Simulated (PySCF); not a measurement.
```
atom    x (Å)    y (Å)    z (Å)
   C   2.6011   1.7742   0.9894
   C   2.2856   0.7976   0.1535
  Si   1.4786  -0.8305   0.6465
   C  -0.1711  -1.1374  -0.2699
   C  -0.7447  -2.4893   0.1542
   C  -1.2300  -0.0310  -0.1501
   C  -1.4564   0.4385   1.2835
   C  -0.8682   1.1699  -1.0306
   N  -0.7111   0.7637  -2.4196
   H   2.3892   1.7042   2.0446
   H   3.0832   2.6867   0.6699
   H   2.5277   0.9238  -0.8955
   H   2.3990  -1.9146   0.2618
   H   1.3027  -0.8686   2.1055
   H   0.0600  -1.2046  -1.3388
   H  -1.6481  -2.7231  -0.4086
   H  -0.0218  -3.2822  -0.0224
   H  -0.9951  -2.4988   1.2127
   H  -2.1774  -0.4404  -0.5298
   H  -2.3166   1.1043   1.3355
   H  -0.5849   0.9780   1.6476
   H  -1.6416  -0.4060   1.9413
   H  -1.6393   1.9493  -0.8973
   H   0.0860   1.5871  -0.6989
   H  -1.5935   0.4159  -2.7826
   H  -0.4343   1.5557  -2.9888
```

Geometry: GFN2-xTB.

Level of theory: PBE0/pcSseg-1, SCF density, gas phase, non-relativistic in PySCF.

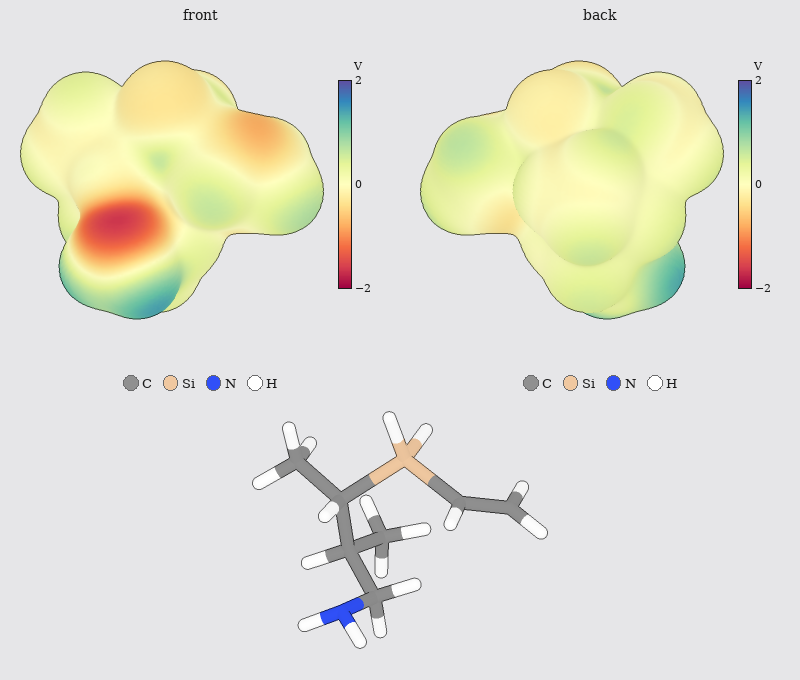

C7H17NSi. The molecular electrostatic potential painted on the density surface at 0.002 e/bohr³, seen from the front and from behind; red is negative and blue positive. The bare structure is drawn below in the same view.

**Where is the surface potential most negative and most positive?**

The most negative region (about −1.5 V) lies over N9, the most positive (about +1.3 V) over H25 and H26. N9 is the likeliest acceptor of a hydrogen bond.

**How polar is the molecule by this calculation?**

Its dipole moment is 2.07 D.
